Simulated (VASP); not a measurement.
Band structure of CdI2 (1T layered). Method: optB88-vdW, VASP's PBE PAW potentials (set 64) (plane waves; VASP).

Unless said otherwise, spin-orbit coupling is left out, though it shifts the bands of the heavy elements here.

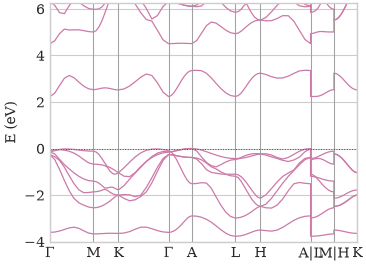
*Bands along high-symmetry lines, zero at the valence-band maximum or, without a gap, the Fermi level*

Question: Read the plot: is there a gap, and where are the band edges?

Answer: The gap is indirect, 2.23 eV, from the valence maximum at A to the conduction minimum at Γ. (Edges off the drawn lines would not show.)

The compound is CdI2 in the 1T layered structure. It was relaxed first.
